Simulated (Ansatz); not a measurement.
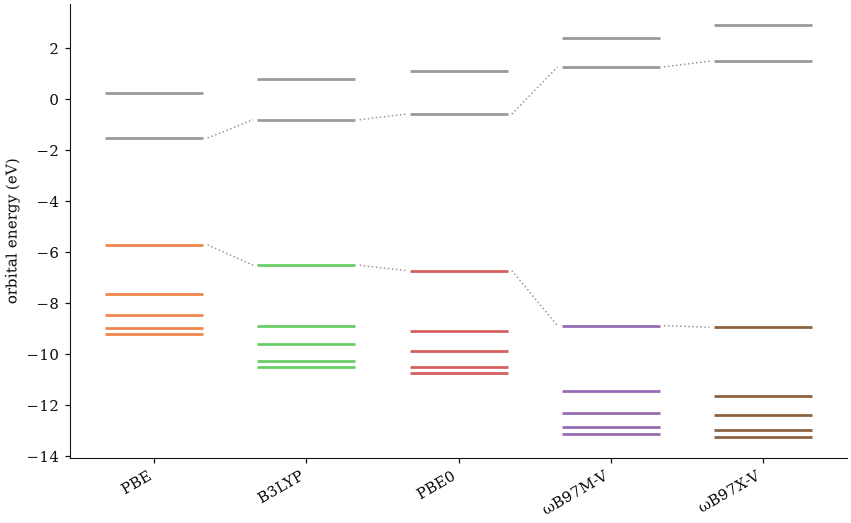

Frontier orbital energies of C₃H₈BN (enamine tautomer), SMILES BNC(=C)C at one geometry, def2-TZVPP, the Ansatz code, at a PBE0-D4/def2-TZVP geometry (no frequency check). Empty levels are grey, levels within 0.1 eV stand side by side; all columns show the same few orbitals around the gap. Dotted lines join the HOMOs and the LUMOs.

Question: How do the frontier levels move from column to column?

Answer: The separation grows from 4.19 eV (PBE) to 10.44 eV (ωB97X-V).

| level | HOMO (eV) | LUMO (eV) | separation (eV) |
| --- | --- | --- | --- |
| PBE | −5.71 | −1.52 | 4.19 |
| B3LYP | −6.51 | −0.80 | 5.71 |
| PBE0 | −6.72 | −0.59 | 6.13 |
| ωB97M-V | −8.88 | 1.27 | 10.15 |
| ωB97X-V | −8.95 | 1.49 | 10.44 |

Limits of at least one run: empty levels above zero depend strongly on the basis; one conformer of a flexible molecule.
